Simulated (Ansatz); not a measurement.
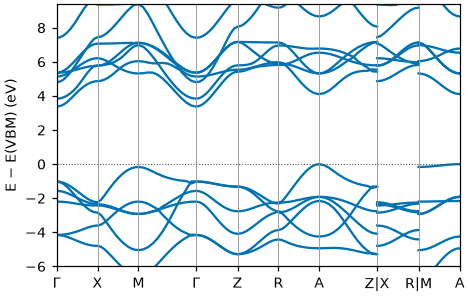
*Band structure from plane-wave PAW PBEsol (Ansatz code)*

Question: Read off the gap and where the band edges lie.

Answer: About 3.4 eV (3.38 eV by a search for the band edges); maximum at A, minimum at Γ.

Question: Which compound is it?
A. AlN, P4_2/mnm (Al on 4g, N on 4f)
B. TiGeO3, P4mm (Ti on 1b, Ge on 1a, O on 1b, O on 2c)
C. CaAlO2F, P4/mmm (Ca on 1d, Al on 1a, O on 2f, F on 1b)
D. BaTiO3, P4mm (Ba on 1b, Ti on 1a, O on 2c, O on 1a)

Answer: C, CaAlO2F, P4/mmm (Ca on 1d, Al on 1a, O on 2f, F on 1b)

The start of the workflow was typed in or built on a structure type; neither database checked (COD, Materials Project) lists it. Its standing as an ambient phase is unchecked. Symmetry was held in the PBEsol relaxation. At this level the phase is dynamically unstable (imaginary phonons).

Potentials: the earlier of the program's two PAW sets. The files were generated under PBE; for other functionals the program regenerates the frozen cores, and for LDA and PBEsol the local potential too.
